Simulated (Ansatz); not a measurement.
Input file:

```
crystal:
  periodic: [false, false, false]
  atoms:
    - {symbol: C, position_ang: [0.706938, 2.810110, -0.699724]}
    - {symbol: C, position_ang: [-1.012999, 1.352573, -1.865415]}
    - {symbol: N, position_ang: [-0.097083, 2.131729, -1.240537]}
    - {symbol: Se, position_ang: [-2.670800, 1.134507, -1.336479]}
    - {symbol: H, position_ang: [-0.618838, 0.851520, -2.761001]}
basis:
  gaussian:
    orbitals: def2-TZVPD
hamiltonian:
  xc: {name: PBE0}
output:
  forces: true
  orbitals: {seedname: orbitals}
```

Launched as:

```sh
ansatz run input.yaml --threads 1 --pin off --max-ram 2610MiB --events-out events.jsonl --progress --plain --runs-dir runs
```

Geometry: PBE0-D3(BJ)/def2-SVP.

Computed with isolated molecule in a Gaussian basis; Kohn-Sham density functional theory, functional PBE0 in Ansatz 0.2.0.

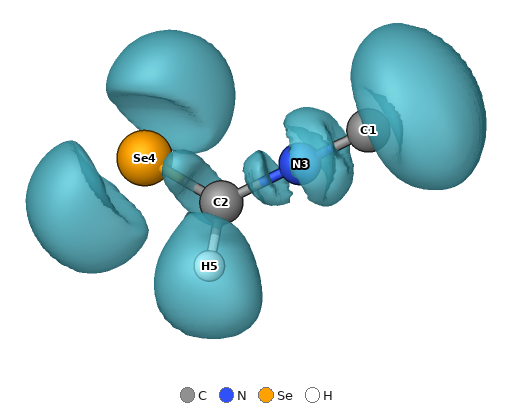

C₂HNSe. Isosurface of the electron localisation function at 0.8 (cyan), seen at a tilt. Only the valence region is drawn (cores and ρ < 0.01 e/Å³ removed).

**Where are the electrons localised?**

The surface consists of two regions between bonded C–N atoms (shared pairs), one region between bonded C–Se atoms (shared pairs), one region around a hydrogen nucleus, one lobe on C, pointing away from the bonds (lone pairs) and two lobes on Se, pointing away from the bonds (lone pairs, which may merge into one lobe). Profiles from the grid: C–N (1.18 Å): the ELF peaks at about 0.85 between the atoms (a short, multiple covalent bond). C–Se (1.75 Å): the ELF peaks at about 0.90 between the atoms; localised, covalent bonding.
